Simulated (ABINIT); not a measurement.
# Cost against accuracy: toldfe for CaMg2 (Cmcm, 6 atoms in the cell)

```xyz
6
Lattice="1.7207 -8.9564 0.0000 1.7207 8.9564 0.0000 0.0000 0.0000 5.6173" Properties=species:S:1:pos:R:3 pbc="T T T"
Ca     1.7207     3.8249     1.4043
Ca     1.7207    -3.8249     4.2130
Mg     1.7207    -1.8796     1.4043
Mg     1.7207     1.8796     4.2130
Mg     1.7207    -8.1201     1.4043
Mg     1.7207     8.1201     4.2130
```

Method: PBEsol, PAW (JTH v2.0 PBE PAW, files made for PBE) (plane waves; ABINIT).

Base settings: pseudos = [Ca.GGA_PBE-JTH.xml, Mg.GGA_PBE-JTH.xml]; ecut = 40 Ry; pawecutdg = 80 Ry; pawxcdev = 0; ixc = -116133; occopt = 6; tsmear = 0.00499791 Ha; ngkpt = 4 4 3; nshiftk = 1; shiftk = 0 0 0.

Misses are taken against the tightest run, 3.7e-14 Ha (tolvrs: 1e-10 → default), which need not be fully converged itself.

The count of work is k-points × plane waves × bands × iterations; it is no time, and leaves out set-up, grids and terms that scale otherwise. Core times come from one kind of shared machine and are given to one figure; runs under 30 s give none.

The starting cell comes from a database of computed structures (which also holds hypothetical and non-ambient phases and stackings), without a prior relaxation at this level. The potentials were made for another functional than the one used. Without a gap this mesh is coarse (it stands for a supercell whose shortest vector is 14 Å).

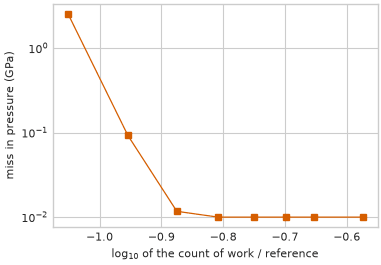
Miss against the count of work; the reference run is not drawn, and misses under 0.01 GPa are drawn there.

```csv
toldfe,pressure less reference (GPa),largest difference in the force on any atom (eV/Å),count of work / reference,core time / reference (rough)
0.0037 Ha (tolvrs: 1e-10 → default),2.55,0.090,0.089,0.2
0.00037 Ha (tolvrs: 1e-10 → default),0.09,0.017,0.11,0.2
3.7e-05 Ha (tolvrs: 1e-10 → default),-0.01,0.004,0.13,0.2
3.7e-06 Ha (tolvrs: 1e-10 → default),0.01,0.000,0.16,0.2
3.7e-07 Ha (tolvrs: 1e-10 → default),0.00,0.001,0.18,0.3
3.7e-08 Ha (tolvrs: 1e-10 → default),0.00,0.000,0.20,0.3
3.7e-10 Ha (tolvrs: 1e-10 → default),0.00,0.000,0.22,0.3
3.7e-12 Ha (tolvrs: 1e-10 → default),0.00,0.000,0.27,0.4
3.7e-14 Ha (tolvrs: 1e-10 → default),0.00,0.000,1.0,1
```

Coarsest setting among those run that, with all tighter ones, holds the pressure within 2 GPa of the reference: 0.00037 Ha (tolvrs: 1e-10 → default), off by 0.093 GPa; it needs 0.11 of the reference's count of work and about 0.2 of the reference's time.

The step from 0.0037 Ha (tolvrs: 1e-10 → default) to 3.7e-12 Ha (tolvrs: 1e-10 → default): it takes the miss in the pressure from 2.6 to 0.000 GPa, for 3.0 times the count of work and roughly 2 times the time.
